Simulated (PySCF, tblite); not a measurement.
**C3H9NO3Si: geometry, infrared bands and NMR shifts**

What infrared bands and NMR shifts should C3H9NO3Si (`C=CCO[Si](N)(O)O`) show?

Programs: tblite 0.8.0 and PySCF 2.14.0, with density-fitted response routines of our own. Each step states its level of theory. These are calculated values for one molecule in the gas phase, unless marked as measured. Atoms are numbered from 0 throughout.

### 1 The starting structure

17 atoms, charge 0, multiplicity 1; geometry from: force field or distance geometry start.

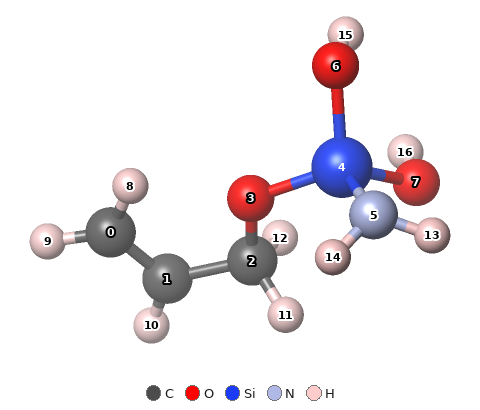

As it starts; carbon dark grey, oxygen red, silicon blue, nitrogen light blue, hydrogen pink, atoms numbered.

### 2 Optimising the geometry with GFN2-xTB

What the job is given:

```
{"job": {"kind": "relax", "xc": "GFN2-xTB", "basis": "xTB"}, "charge": 0, "multiplicity": 1}
C      2.734000    -0.535400     0.103400
C      2.220300     0.300000    -0.833200
C      0.748400     0.491100    -0.787000
O      0.271100    -0.271500     0.243300
Si    -1.407900    -0.209000     0.485600
N     -1.926500     1.014900     1.652700
O     -1.914300    -1.732400     1.115800
O     -2.246300     0.096100    -0.983300
H      2.051300    -1.003800     0.810200
H      3.788800    -0.728000     0.148000
H      2.848300     0.793100    -1.558800
H      0.454300     1.564200    -0.734900
H      0.384400     0.047300    -1.752500
H     -2.707000     1.582100     1.284000
H     -1.151100     1.574600     2.084000
H     -2.079000    -2.354200     0.379300
H     -2.075700    -0.617100    -1.666400
```

Launch:

```
> OMP_NUM_THREADS=1 python probes_run.py task.json out
```

The driver reads the jobs from task.json and runs them one after another.

The log of the run:

```text
step      E/eV     max force
  0    -760.28951    3.225
  1    -760.70145    2.207
  2    -760.89489    1.208
  3    -760.94656    0.526
  4    -760.96572    0.332
  5    -760.98054    0.398
  6    -761.00217    0.454
  7    -761.02087    0.342
  8    -761.03461    0.249
  9    -761.04541    0.233
 10    -761.05712    0.319
 11    -761.06920    0.320
 12    -761.08064    0.263
 13    -761.09067    0.262
 14    -761.10009    0.235
 15    -761.10962    0.275
 16    -761.11745    0.224
 17    -761.12203    0.147
 18    -761.12530    0.117
 19    -761.12860    0.148
 20    -761.13215    0.166
 21    -761.13559    0.137
 22    -761.13896    0.137
 23    -761.14226    0.155
 24    -761.14624    0.178
 25    -761.15024    0.196
 26    -761.15505    0.206
 27    -761.15954    0.229
 28    -761.16821    0.285
 29    -761.17690    0.322
 30    -761.18916    0.344
 31    -761.19621    0.489
 32    -761.20335    0.512
 33    -761.21336    0.231
 34    -761.22060    0.287
 35    -761.22560    0.265
 36    -761.23564    0.200
 37    -761.24072    0.200
 38    -761.24751    0.176
 39    -761.25169    0.171
 40    -761.25477    0.198
 41    -761.25726    0.106
 42    -761.25872    0.073
 43    -761.26029    0.088
 44    -761.26209    0.134
 45    -761.26508    0.148
 46    -761.26771    0.153
 47    -761.26967    0.131
 48    -761.27115    0.107
 49    -761.27317    0.136
 50    -761.27576    0.132
 51    -761.27821    0.106
 52    -761.27999    0.134
 53    -761.28187    0.166
 54    -761.28413    0.215
 55    -761.28808    0.233
 56    -761.29246    0.161
 57    -761.29394    0.204
 58    -761.29689    0.156
 59    -761.29582    0.791
 60    -761.30420    0.258
 61    -761.30740    0.109
 62    -761.30983    0.485
 63    -761.31260    0.216
 64    -761.31474    0.112
 65    -761.31714    0.081
 66    -761.31864    0.120
 67    -761.32016    0.114
 68    -761.32148    0.094
 69    -761.32236    0.073
 70    -761.32298    0.074
 71    -761.32353    0.065
 72    -761.32392    0.074
 73    -761.32422    0.045
 74    -761.32446    0.037
 75    -761.32466    0.051
 76    -761.32492    0.052
 77    -761.32515    0.043
 78    -761.32541    0.039
 79    -761.32571    0.040
 80    -761.32609    0.060
 81    -761.32651    0.061
 82    -761.32694    0.058
 83    -761.32734    0.050
 84    -761.32768    0.044
 85    -761.32801    0.046
 86    -761.32837    0.064
 87    -761.32887    0.079
 88    -761.32944    0.067
 89    -761.33011    0.068
 90    -761.33064    0.064
 91    -761.33136    0.102
 92    -761.33215    0.134
 93    -761.33338    0.120
 94    -761.33445    0.123
 95    -761.33534    0.102
 96    -761.33574    0.073
 97    -761.33619    0.061
 98    -761.33656    0.064
 99    -761.33689    0.073
100    -761.33722    0.042
101    -761.33754    0.036
102    -761.33783    0.036
103    -761.33797    0.027
104    -761.33812    0.031
105    -761.33825    0.030
106    -761.33842    0.035
107    -761.33860    0.038
108    -761.33874    0.038
109    -761.33881    0.020
110    -761.33884    0.021
111    -761.33886    0.012
112    -761.33888    0.016
113    -761.33890    0.007
```

It took 0.65 s on 1 thread of Arm Neoverse V2, shared host; peak memory 0.24 GiB.

Step by step: (not every step is listed)

| step | energy from step 0 (eV) | largest force (eV/Å) |
| --- | --- | --- |
| 0 | 0.0000 | 3.2249 |
| 1 | -0.4119 | 2.2066 |
| 2 | -0.6054 | 1.2078 |
| 3 | -0.6571 | 0.5261 |
| 4 | -0.6762 | 0.3324 |
| 5 | -0.6910 | 0.3977 |
| 6 | -0.7127 | 0.4544 |
| 7 | -0.7314 | 0.3421 |
| 8 | -0.7451 | 0.2486 |
| 18 | -0.8358 | 0.1166 |
| 28 | -0.8787 | 0.2847 |
| 38 | -0.9580 | 0.1756 |
| 48 | -0.9816 | 0.1068 |
| 58 | -1.0074 | 0.1556 |
| 68 | -1.0320 | 0.0944 |
| 78 | -1.0359 | 0.0394 |
| 88 | -1.0399 | 0.0671 |
| 98 | -1.0471 | 0.0637 |
| 108 | -1.0492 | 0.0383 |
| 109 | -1.0493 | 0.0197 |
| 110 | -1.0493 | 0.0206 |
| 111 | -1.0494 | 0.0121 |
| 112 | -1.0494 | 0.0161 |
| 113 | -1.0494 | 0.0068 |

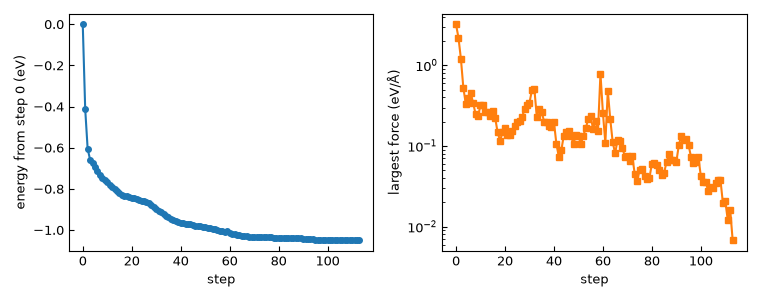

Energy and force, step by step.

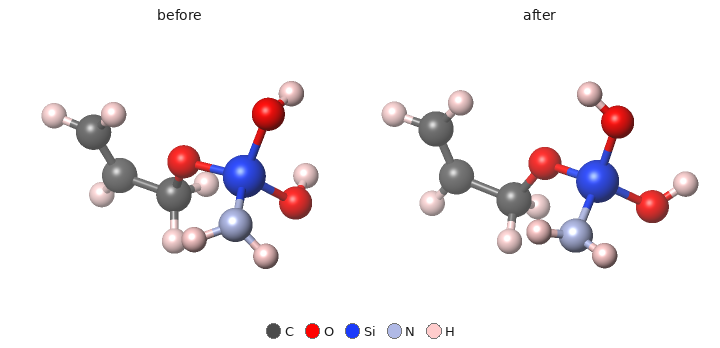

Before and after, at one scale.

Distances of close pairs at the start and the end, largest changes first:

| bond | before (Å) | after (Å) | change (Å) |
| --- | --- | --- | --- |
| Si4–O7 | 1.719 | 1.625 | -0.094 |
| Si4–O6 | 1.725 | 1.634 | -0.091 |
| O3–Si4 | 1.698 | 1.624 | -0.073 |
| O7–H16 | 1.002 | 0.953 | -0.049 |
| Si4–N5 | 1.769 | 1.724 | -0.045 |
| N5–H14 | 1.049 | 1.006 | -0.043 |
| C0–C1 | 1.356 | 1.319 | -0.037 |
| C2–O3 | 1.368 | 1.400 | +0.032 |

The end geometry stands in the next job.

### 3 Harmonic vibrations with GFN2-xTB

What the job is given:

```
{"job": {"kind": "ir", "xc": "GFN2-xTB", "basis": "xTB"}, "charge": 0, "multiplicity": 1}
C      2.760960    -0.676593     0.142142
C      2.282248     0.299328    -0.604968
C      0.827764     0.549532    -0.856923
O      0.016149    -0.412272    -0.244579
Si    -1.549767    -0.229048     0.146688
N     -1.701423     1.180330     1.128085
O     -1.978994    -1.665233     0.796762
O     -2.547647     0.039614    -1.106942
H      2.099933    -1.375904     0.623914
H      3.817291    -0.814121     0.295259
H      2.937703     1.006521    -1.095908
H      0.563694     1.550309    -0.491275
H      0.638398     0.541852    -1.939433
H     -2.619551     1.518996     1.356702
H     -1.075756     1.306646     1.905411
H     -1.324173    -2.154024     1.286255
H     -3.153826    -0.653904    -1.351100
```

The log of the run:

```text
mode    cm-1     km/mol
  1     -12.6      4.53
  2      35.5     49.81
  3      69.8     41.28
  4     100.0      0.79
  5     144.5      4.80
  6     164.3     33.38
  7     189.2      2.18
  8     215.5     37.67
  9     225.0     29.39
 10     282.2     50.19
 11     291.5     64.84
 12     319.1     78.87
 13     363.5      8.76
 14     477.6    196.11
 15     523.9     22.45
 16     549.4      0.46
 17     758.8     24.12
 18     803.5      0.22
 19     834.2    167.82
 20     839.0     99.47
 21     873.6    317.90
 22     888.4      8.60
 23     944.2    108.34
 24     948.7    325.89
 25     957.5    217.48
 26     978.4      7.43
 27    1023.1     21.99
 28    1042.0    187.47
 29    1166.5    208.98
 30    1219.9      2.56
 31    1279.2      6.31
 32    1336.4      3.96
 33    1394.6      1.50
 34    1459.3      2.18
 35    1520.6     63.67
 36    1719.7     13.30
 37    2860.0     42.16
 38    2896.5     49.08
 39    3057.7     41.76
 40    3110.8     17.39
 41    3139.6     43.15
 42    3501.3      3.27
 43    3539.7      1.01
 44    3690.8     34.26
 45    3700.7     21.19
```

It took 0.49 s on 1 thread of Arm Neoverse V2, shared host; peak memory 0.24 GiB.

The strongest bands and the atoms that carry them (share of the mass-weighted mode):

| cm⁻¹ | km/mol | atoms |
| --- | --- | --- |
| 478 | 196.1 | H13 39 %, H14 35 %, N5 22 % |
| 834 | 167.8 | H16 68 % |
| 874 | 317.9 | Si4 30 %, O6 20 %, N5 11 % |
| 944 | 108.3 | C2 26 %, Si4 16 %, O7 11 % |
| 949 | 325.9 | Si4 42 %, N5 15 %, O6 13 % |
| 958 | 217.5 | Si4 28 %, C2 12 % |
| 1042 | 187.5 | O3 21 %, H10 20 %, C1 17 %, H8 13 % |
| 1166 | 209.0 | O3 40 %, C2 37 % |

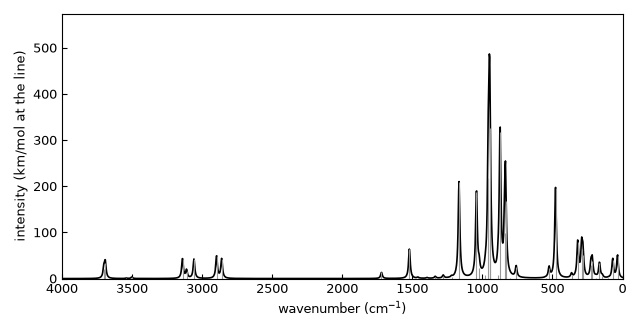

The infrared spectrum from these modes, unscaled. Lines are broadened to a width of 14 cm⁻¹ (Lorentzian).

### 4 Shielding tensors: PBE0/pcSseg-1

Settings changed since step 3:

```diff
@@ -1,2 +1,2 @@
-{"job": {"kind": "ir", "xc": "GFN2-xTB", "basis": "xTB"}, "charge": 0, "multiplicity": 1}
+{"job": {"kind": "nmr", "xc": "PBE0", "basis": "pcSseg-1"}, "charge": 0, "multiplicity": 1}
 C      2.760960    -0.676593     0.142142
```

With the program's defaults for keys left out, this is: GIAO PBE0/pcSseg-1 NMR shielding, non-relativistic, gas phase.

The log of the run:

```text
coarse grid: 14784 points
cycle   1  E = -688.8660617745  dE =  1.198e+00  |g| = 1.155e+00  |ddm| = 3.728e+00
cycle   2  E = -688.6820739459  dE =  1.840e-01  |g| = 1.546e+00  |ddm| = 1.735e+00
cycle   3  E = -689.1026103220  dE = -4.205e-01  |g| = 1.007e-01  |ddm| = 1.089e+00
cycle   4  E = -689.1040798801  dE = -1.470e-03  |g| = 5.401e-02  |ddm| = 9.942e-02
cycle   5  E = -689.1046719907  dE = -5.921e-04  |g| = 1.163e-02  |ddm| = 4.056e-02
cycle   6  E = -689.1046980433  dE = -2.605e-05  |g| = 4.233e-03  |ddm| = 1.013e-02
cycle   7  E = -689.1047020318  dE = -3.989e-06  |g| = 9.825e-04  |ddm| = 3.621e-03
final grid: 138520 points
cycle   8  E = -689.1786758861  dE = -2.681e-05  |g| = 1.261e-02  |ddm| = 2.175e-02
cycle   9  E = -689.1786470129  dE =  2.887e-05  |g| = 1.787e-02  |ddm| = 1.807e-02
cycle  10  E = -689.1787054699  dE = -5.846e-05  |g| = 1.078e-03  |ddm| = 1.098e-02
cycle  11  E = -689.1787057306  dE = -2.607e-07  |g| = 2.055e-04  |ddm| = 9.905e-04
cycle  12  E = -689.1787057370  dE = -6.322e-09  |g| = 1.172e-04  |ddm| = 2.083e-04
cycle  13  E = -689.1787057395  dE = -2.532e-09  |g| = 2.250e-05  |ddm| = 8.584e-05
cycle  14  E = -689.1787057396  dE = -9.550e-11  |g| = 6.564e-06  |ddm| = 2.202e-05
converged SCF energy = -689.1787057396

GIAO shielding tensors (ppm)
atom      isotropic    diamagn.    paramagn.     s11        s22        s33       span
  0 C       69.784     254.645    -184.862    -45.909     75.206    180.054    225.963
  1 C       41.883     258.645    -216.762    -78.306     53.964    149.991    228.296
  2 C      119.498     244.313    -124.816    101.304    103.991    153.198     51.894
  3 O      286.420     403.906    -117.486    231.651    293.358    334.251    102.600
  4 Si     412.629     882.502    -469.874    394.656    408.626    434.604     39.948
  5 N      247.423     319.802     -72.379    212.600    254.322    275.347     62.747
  6 O      284.568     391.085    -106.517    259.062    270.391    324.252     65.191
  7 O      296.554     387.410     -90.856    269.470    282.403    337.788     68.318
  8 H       25.979      33.859      -7.881     23.219     24.002     30.715      7.496
  9 H       26.232      27.976      -1.744     23.796     25.453     29.445      5.649
 10 H       25.576      29.627      -4.051     24.263     25.117     27.349      3.087
 11 H       26.985      32.001      -5.016     21.437     27.852     31.665     10.228
 12 H       26.968      30.307      -3.340     21.407     26.558     32.939     11.532
 13 H       31.128      29.515       1.612     23.946     26.747     42.690     18.743
 14 H       31.621      33.865      -2.245     24.417     27.866     42.579     18.162
 15 H       29.821      34.396      -4.575     21.418     25.018     43.027     21.609
 16 H       29.816      30.402      -0.586     21.346     23.939     44.164     22.818
```

Run time: 28 s. Hardware: 1 thread of Arm Neoverse V2, shared host; peak memory 0.82 GiB.

The references, computed at this level on geometries of the same kind, shield at (ppm): 1H TMS 31.72, 13C TMS 186.9, 29Si TMS 349.2, 15N NH3 267.7, 17O H2O 336.1. Their shielding less the atom's gives the shift. The references are single molecules in the gas phase, so shifts against H2O, NH3, PH3, H3PO4 or CFCl3 are not on the usual liquid scales and can be off by tens of ppm. Atoms listed in one row are averaged.

| atoms | environment | σ (ppm) | δ (ppm) | δ scaled to CDCl3 |
| --- | --- | --- | --- | --- |
| C1 | alkene CH | 41.9 | 145.0 | 139.6 |
| C0 | terminal =CH2 carbon | 69.8 | 117.1 | 112.4 |
| C2 | allylic sp3 CH2 bonded to O | 119.5 | 67.4 | 63.9 |
| H10 | hydrogen on an alkene CH | 25.58 | 6.14 | 5.89 |
| H8 | hydrogen on a terminal =CH2 carbon | 25.98 | 5.74 | 5.52 |
| H9 | hydrogen on a terminal =CH2 carbon | 26.23 | 5.49 | 5.28 |
| H11, H12 | hydrogen on an allylic sp3 CH2 bonded to O | 26.98 | 4.74 | 4.57 |
| H15, H16 | hydrogen on an oxygen bonded to Si | 29.82 | 1.90 | – |
| H13, H14 | hydrogen on a nitrogen bonded to Si | 31.37 | 0.34 | – |
| O3 | oxygen bonded to C, Si | 286.4 | 49.7 | – |
| O6, O7 | oxygen bonded to Si, H | 290.6 | 45.5 | – |
| Si4 | silicon bonded to N, 3 O | 412.6 | -63.5 | – |
| N5 | nitrogen bonded to Si, 2 H | 247.4 | 20.3 | – |

The scaled column applies a straight-line fit of computed shieldings to shifts measured in CDCl3 (root-mean-square error 0.16 ppm for H, 1.9 ppm for C).

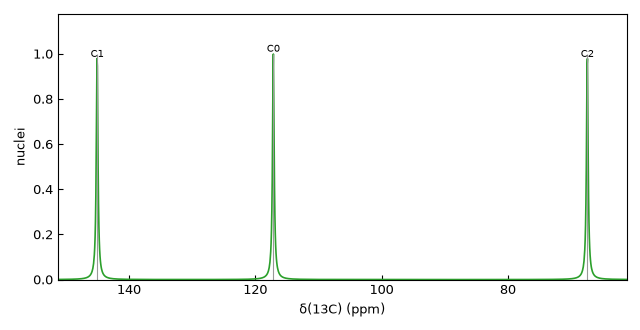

13C lines at the computed shifts, without couplings. Lines are broadened to a width of 0.31 ppm (Lorentzian).

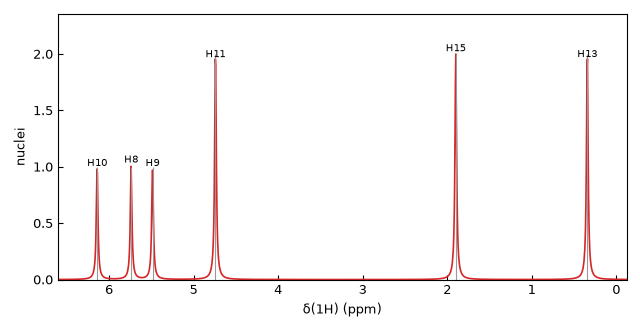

1H lines at the computed shifts, without couplings. Lines are broadened to a width of 0.02 ppm (Lorentzian).

The run also stored atomic charges by several schemes (e):

| atoms | Mulliken | IAO | Hirshfeld | ESP fit |
| --- | --- | --- | --- | --- |
| C0 | -0.13 | -0.33 | -0.12 | -0.42 |
| C1 | -0.30 | -0.14 | -0.05 | -0.16 |
| C2 | 0.15 | -0.05 | 0.01 | 0.27 |
| O3 | -0.65 | -0.65 | -0.22 | -0.52 |
| Si4 | 1.22 | 1.64 | 0.54 | 1.20 |
| N5 | -0.64 | -0.87 | -0.33 | -1.06 |
| O6, O7 | -0.55 | -0.80 | -0.32 | -0.77 |

Mulliken charges:

C0 -0.13; C1 -0.30; C2 0.15; O3 -0.65; Si4 1.22; N5 -0.64; O6 -0.56; O7 -0.55; H8 0.11; H9 0.11; H10 0.10; H11 0.12; H12 0.13; H13 0.20; H14 0.19; H15 0.25; H16 0.25

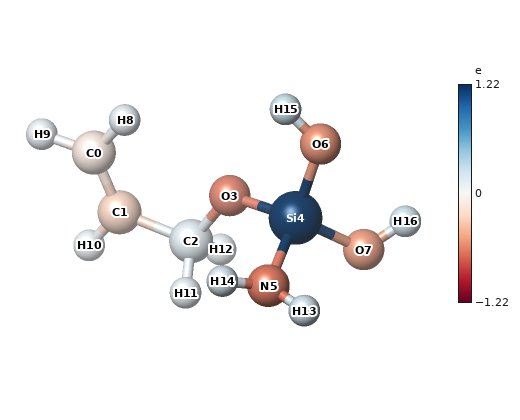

Mulliken charges, as colours on the atoms.

Mayer bond orders: C0–C1 1.99, C1–C2 1.04, C2–O3 0.90, O3–Si4 0.97, Si4–N5 1.02, Si4–O6 1.05, Si4–O7 1.06.

### 5 Summary of results

| quantity | value |
| --- | --- |
| strongest single infrared mode (GFN2-xTB) | 949 cm⁻¹, 326 km/mol |
| zero-point energy (GFN2-xTB) | 79.2 kcal/mol |
| 13C shifts against TMS (PBE0/pcSseg-1) | 145.0, 117.1, 67.4 ppm |
| 1H shifts against TMS (PBE0/pcSseg-1, means over atoms taken as alike) | 6.14, 5.74, 5.49, 4.74, 1.90, 0.34 ppm |
| 17O shifts against H2O (PBE0/pcSseg-1, means over atoms taken as alike) | 49.7, 45.5 ppm |
| 29Si shifts against TMS (PBE0/pcSseg-1) | -63.5 ppm |
| 15N shifts against NH3 (PBE0/pcSseg-1) | 20.3 ppm |

Relaxing lowered the energy by 1.049 eV in 113 steps; the close pair that moved most is Si4–O7, from 1.719 to 1.625 Å. The lowest mode is slightly imaginary (13i cm⁻¹), a soft motion within the noise of the Hessian, so the minimum is not strictly shown. The strongest single mode, at 949 cm⁻¹, has its largest shares on Si4, N5 and O6 (the list is cut at 3 atoms). GFN2-xTB is a fitted tight-binding method: band positions and strengths are rough. Its intensities can rank the bands wrongly. The most deshielded carbon is C1 (alkene CH), at 145.0 ppm: an sp2 carbon of a C=C bond. H10 (hydrogen on an alkene CH) lies farthest downfield among hydrogen, at 6.14 ppm; attached to an sp2 carbon and in the plane of the double bond.
